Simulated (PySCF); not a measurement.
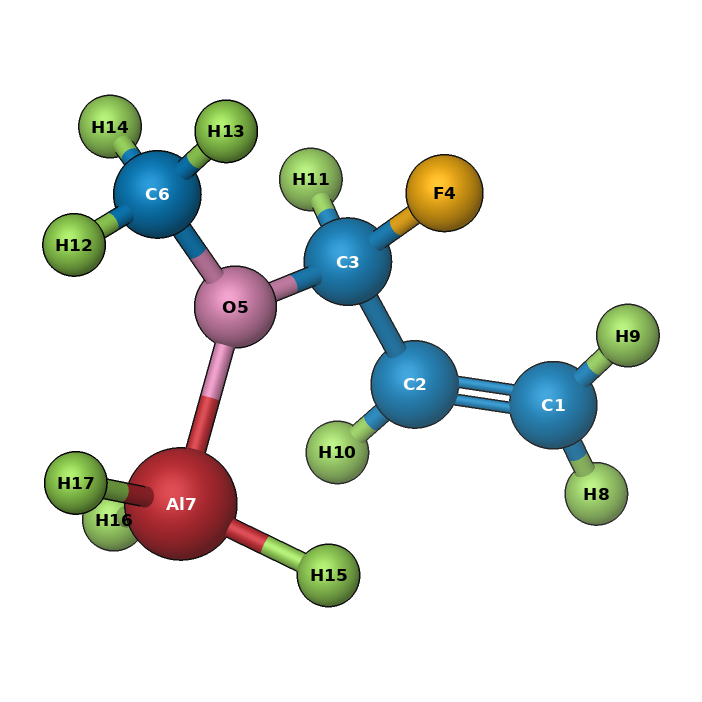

Atoms carry their numbers in the input. The computed structure is the end point of a GFN2-xTB optimisation. No frequency run is at hand to confirm it as a minimum.

List the bonds and their lengths.

```json
{"bond": "C1–C2", "length (Å)": "1.319"}
{"bond": "C1–H8", "length (Å)": "1.075"}
{"bond": "C1–H9", "length (Å)": "1.077"}
{"bond": "C2–C3", "length (Å)": "1.499"}
{"bond": "C2–H10", "length (Å)": "1.083"}
{"bond": "C3–F4", "length (Å)": "1.376"}
{"bond": "C3–O5", "length (Å)": "1.389"}
{"bond": "C3–H11", "length (Å)": "1.108"}
{"bond": "O5–C6", "length (Å)": "1.422"}
{"bond": "O5–Al7", "length (Å)": "1.926"}
{"bond": "C6–H12", "length (Å)": "1.089"}
{"bond": "C6–H13", "length (Å)": "1.092"}
{"bond": "C6–H14", "length (Å)": "1.093"}
{"bond": "Al7–H15", "length (Å)": "1.568"}
{"bond": "Al7–H16", "length (Å)": "1.585"}
{"bond": "Al7–H17", "length (Å)": "1.571"}
```
